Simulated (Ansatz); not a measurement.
**B2H6SSi (SMILES BB([SiH3])S): density, localisation and related maps**

Input

```
crystal:
  periodic: [false, false, false]
  atoms:
    - {symbol: B, position_ang: [-1.193112, 1.024124, -0.551116]}
    - {symbol: B, position_ang: [0.220091, 0.226363, -0.347905]}
    - {symbol: Si, position_ang: [0.358609, -1.179564, 1.102795]}
    - {symbol: S, position_ang: [1.707119, 0.450045, -1.278927]}
    - {symbol: H, position_ang: [-2.054120, 0.603140, -1.271975]}
    - {symbol: H, position_ang: [-1.439967, 2.029935, 0.053365]}
    - {symbol: H, position_ang: [1.711092, -1.801564, 1.138755]}
    - {symbol: H, position_ang: [-0.650375, -2.250392, 0.873608]}
    - {symbol: H, position_ang: [0.081439, -0.568460, 2.432128]}
    - {symbol: H, position_ang: [1.342326, 1.415173, -2.147730]}
basis:
  gaussian: {orbitals: def2-TZVPP}
hamiltonian: {xc: pbe0, dispersion: d4}
output: {orbitals: {seedname: orbitals}}
```

Command:

```sh
ansatz run in.yaml --threads 2 --pin off --events-out ev --progress --plain --max-ram 4352MiB
```

Geometry: PBE0-D4/def2-TZVP.

All numbers below come from RKS PBE0-D4/def2-TZVPP (Ansatz).

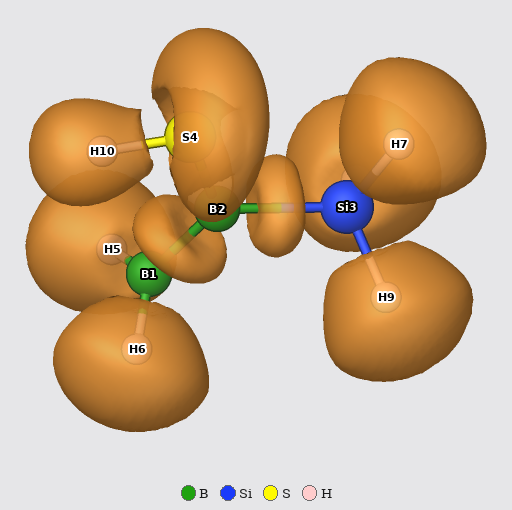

Figure 1. Isosurface of the electron localisation function at 0.8 (orange), seen at an oblique angle. Core shells and regions of very low density are left out.

What do the ELF domains correspond to?

At this value the surface marks out one region between bonded B–B atoms (shared pairs), one region between bonded B–Si atoms (shared pairs), six regions around hydrogen nuclei and one region on S in which the atom's valence shell and bonds are merged. Profiles from the grid: B–B (1.64 Å): the ELF peaks at about 1 between the atoms: a shared electron pair. B–S (1.77 Å): the ELF peaks at about 0.90 between the atoms, as expected for localised, covalent bonding.

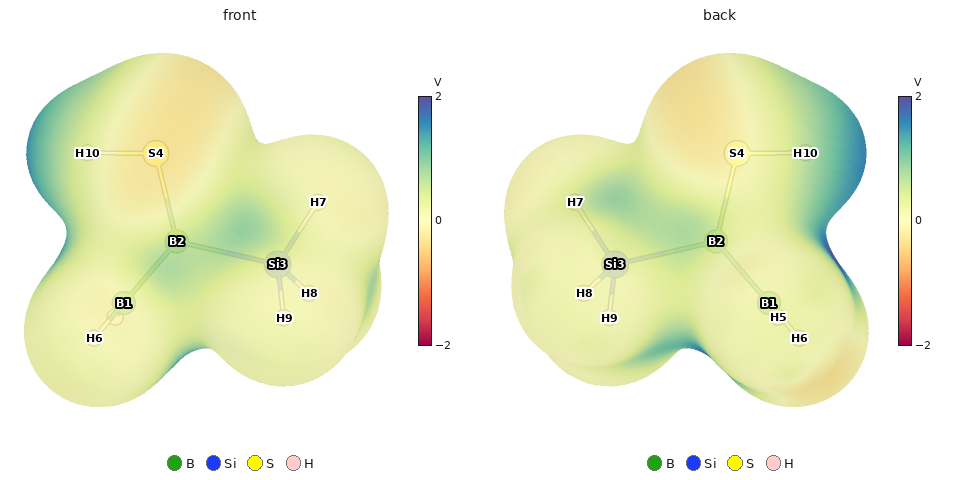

Figure 2. The molecular electrostatic potential painted on the density surface at 0.002 e/bohr³, seen from the front and from behind; the colour scale runs from red (negative) to blue (positive).

Describe the electrostatic potential map.

The most negative region (about −0.3 V) lies over S4, the most positive (about +1.8 V) over B1.

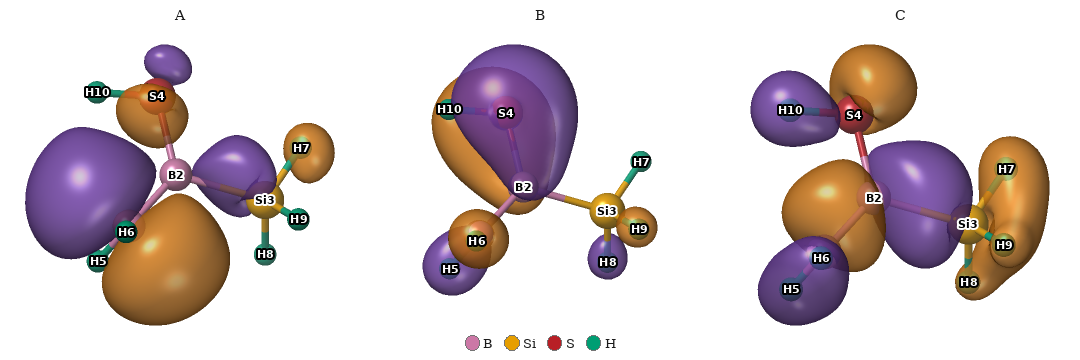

Figure 3. Three frontier orbitals at ±0.08 Å⁻³ᐟ² (orange and purple are the two phases), in no order.

Which picture is the HOMO−1, the HOMO and the LUMO?

B is the HOMO−1 (−8.42 eV). Its weight (Hirshfeld) is mainly on S4 (about 70 %) and B2 (about 10 %); largely a lone pair of S4. C is the HOMO (−7.86 eV). Its weight (Hirshfeld) is mainly on B2 (about 30 %), Si3 (about 20 %), B1 (about 20 %) and S4 (about 15 %). A is the LUMO (−2.03 eV). It lies mainly on B1 (about 55 %), B2 (about 10 %), Si3 (about 10 %), S4 (about 5 %), H5 (about 5 %) and H6 (about 5 %).

What is the HOMO–LUMO gap?

5.83 eV between the orbital energies.
